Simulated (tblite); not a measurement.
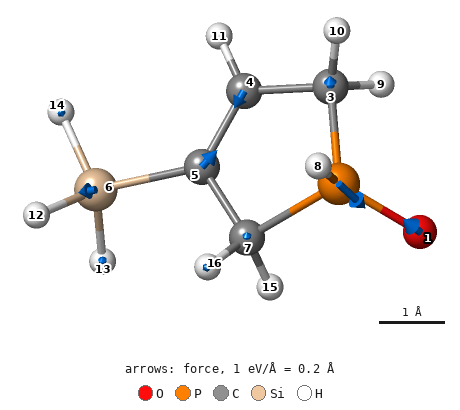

Starting geometry of C4H9OPSi with the computed forces as blue arrows. A ball-and-stick model, seen at a tilt.

The calculation used tblite, GFN2-xTB geometry optimisation, gas phase. 

### What follows when this structure is relaxed?

It isn't relaxed: the largest force vector, on the P atom, is 3.49 eV/Å. The final displacements have little in common with the starting forces (cosine between the two patterns 0.17). The O atom moves most after the best rigid fit: 0.53 Å. By element the largest moves are O 0.53 Å, H 0.36 Å, C 0.16 Å, Si 0.10 Å, P 0.01 Å. Some distances before and after: C–Si 1.831 → 1.880 Å, O–P 1.506 → 1.464 Å, H–Si 1.487 → 1.461 Å, C–C 1.354 → 1.331 Å. Bond angles that change, for instance: O–P–C 109.2° → 119.3°, O–P–C 110.4° → 118.9°, C–P–H 110.0° → 103.8°. After 77 geometry steps the energy has fallen by 0.317 eV.
